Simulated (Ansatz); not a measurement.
# doublet [SOF2]+: levels of theory compared

Aim: a comparison of 6 runs (UHF/STO-3G, U-wB97X/STO-3G, UB3LYP/STO-3G, UPBE0/STO-3G, UBCCD(T)/STO-3G, UCCSDT(Q)/STO-3G) of doublet [SOF2]+. 

Program for the calculation: Ansatz 0.2.0.

70 further runs of the same task are left out: 9 that didn't finish, 61 set aside as unsound or not needed.

## (1) The structure to begin with

The species is [SOF2]+ (4 atoms), meant as a doublet with charge +1. SMILES of the parent species: `O=S(F)F`. Geometry: relaxed at PBE0-D4/def2-TZVP. That shape belongs to the parent species and isn't relaxed for this state.

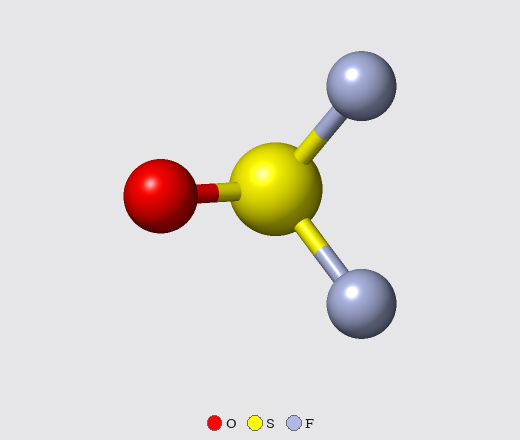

Viewed from a chosen angle; oxygen red, sulfur yellow, fluorine light blue.

## (2) The energy at UHF/STO-3G (run 1)

Contents of in.yaml:

```yaml
crystal:
  periodic: [false, false, false]
  atoms:
    - symbol: O
      position_ang: [0.932400, 0.066600, -1.017800]
    - symbol: S
      position_ang: [-0.151300, -0.426200, -0.245700]
    - symbol: F
      position_ang: [-1.124400, 0.804200, 0.000400]
    - symbol: F
      position_ang: [0.343300, -0.444600, 1.263100]
basis:
  gaussian:
    orbitals: STO-3G
total_charge: 1
magnetization:
  spin_polarized: true
  initial_magnetization: 1
hamiltonian:
  xc: hf
accuracy: high
```

The run is started by

```bash
ansatz run in.yaml --threads 1 --pin off --max-ram 2610MiB --events-out events.jsonl --progress --plain --runs-dir runs
```

Standard output:

```text
Warning: RAYON_NUM_THREADS=1 ignored (pool sized by the plan → 1); use --threads N
Functional definition: HF
  name "HF"
  exchange = exact_x
  correlation = 0
463 factors; integrals over basis functions are off by at most 2.8e-8 eV
mean field evaluation 1: about -18021.1806 eV, gradient 3.1e1 eV
mean field evaluation 2: about -18021.3083 eV, gradient 3.1e1 eV
mean field evaluation 4: about -18030.3023 eV, gradient 4.6e0 eV
mean field evaluation 8: about -18031.1136 eV, gradient 4.1e-1 eV
mean field evaluation 16: about -18030.7739 eV, gradient 1.3e0 eV
mean field evaluation 32: about -18030.6573 eV, gradient 2.7e0 eV
mean field evaluation 64: about -18030.2456 eV, gradient 5.0e-2 eV
mean field -18031.12047253 eV, -662.6314554331 hartree, gradient 2.1e-8 eV, S^2 0.776015; 1 other end points of the search recorded, 0 dependent functions left out
reference -18031.12047253 eV, -662.6314554331 hartree; 21, 20 occupied and 3, 4 virtual orbitals, 463 factors
Total energy: -18031.12047253 eV, -662.6314554331 hartree
```

Wall time 0.5 s (1 thread of Arm Neoverse V1, shared host).

## (3) The energy at U-wB97X/STO-3G (run 2)

Contents of molecule.yaml:

```yaml
basis:
  gaussian: {orbitals: STO-3G}
crystal:
  periodic: [false, false, false]
  atoms:
    - {symbol: O, position_ang: [0.932400, 0.066600, -1.017800]}
    - {symbol: S, position_ang: [-0.151300, -0.426200, -0.245700]}
    - {symbol: F, position_ang: [-1.124400, 0.804200, 0.000400]}
    - {symbol: F, position_ang: [0.343300, -0.444600, 1.263100]}
magnetization: {spin_polarized: true, initial_magnetization: 1}
hamiltonian: {xc: {name: wB97X}}
accuracy: high
total_charge: 1
```

The run is started by

```bash
ansatz run molecule.yaml --threads 1 --pin off --max-ram 2610MiB --events-out events.jsonl --progress --plain --runs-dir runs
```

Standard output, shortened:

```text
Warning: RAYON_NUM_THREADS=1 ignored (pool sized by the plan → 1); use --threads N
Functional definition: wB97X
  name "wB97X"
[...]
      + exact_x_lr(omega)
[...]
      + integral(e_c_pw_opposite_spin*poly(b97_u_opposite, 1, cos1, cos2, cos3, cos4))
463 factors; integrals over basis functions are off by at most 2.8e-8 eV
144 factors; integrals over basis functions are off by at most 6.7e-10 eV
[...]
mean field -18074.09259547 eV, -664.2106518237 hartree, gradient 7.4e-8 eV, S^2 0.761621; 2 other end points of the search recorded, 0 dependent functions left out
reference -18074.09259477 eV, -664.2106517978 hartree; 21, 20 occupied and 3, 4 virtual orbitals, 463 factors
Total energy: -18074.09259477 eV, -664.2106517978 hartree
```

Wall time 14 s (1 thread of Arm Neoverse V1, shared host); peak memory 0.42 GiB.

Runs 3 to 5 aren't shown in full; the table further down has their settings and results.

## (4) A single-point energy at UCCSDT(Q)/STO-3G (run 6)

Edit in.yaml of step 2 so:

```diff
@@ -18,4 +18,7 @@
   initial_magnetization: 1
-hamiltonian:
-  xc: hf
+correlation:
+  method: ccsdt_q
+  frozen_orbitals: {F: 1, O: 1, S: 5}
 accuracy: high
+scf:
+  omitted_lower_state_checks: [cluster_reference, increment]
```

The run is started by

```bash
ansatz run in.yaml --threads 1 --pin off --max-ram 2610MiB --events-out events.jsonl --progress --plain --runs-dir runs
```

Standard output:

```text
Warning: RAYON_NUM_THREADS=1 ignored (pool sized by the plan → 1); use --threads N
[... 12 lines left out ...]
8 core orbitals not correlated: weight in the atoms' cores, before any rotation towards them, 1.000 or more for the frozen orbitals, at most 0.000 for the correlated occupied ones
[... 49 lines left out ...]
Total energy: -18035.03198547 eV, -662.7752008823 hartree
Checks for a lower state left out: cluster_reference, increment
```

Wall time 4.2 s (1 thread of Arm Neoverse V1, shared host); peak memory 0.19 GiB.

## (5) Overview of the runs

```csv
run,level,frozen core orbitals,energy (Eh),⟨S²⟩,wall time
1,UHF/STO-3G,–,-662.631455,0.776,0.5 s
2,U-wB97X/STO-3G,–,-664.210652,0.762,14 s
3,UB3LYP/STO-3G,–,-664.224703,0.760,2.9 s
4,UPBE0/STO-3G,–,-663.898904,0.761,2.8 s
5,UBCCD(T)/STO-3G,8,-662.772103,0.776,1 s
6,UCCSDT(Q)/STO-3G,8,-662.775201,0.776,4.2 s
```

## (6) What came out

```
                                          quantity          value
                               run 6: total energy  -662.77520 Eh
run 6: correlation energy (8 core orbitals frozen)     -143.7 mEh
          run 6: ⟨S²⟩ of the reference determinant          0.776
                              run 6: T1 diagnostic          0.032
```

Below the UHF energy at the same shape and in the same basis (STO-3G): UBCCD(T) -140.6 mEh; UCCSDT(Q) -143.7 mEh. Totals of different functionals can't be ranked against each other. In runs 1, 2, 3, 4, 5, 6 the basis is minimal, so the values are rough. All runs together took 25 s, the longest 14 s.
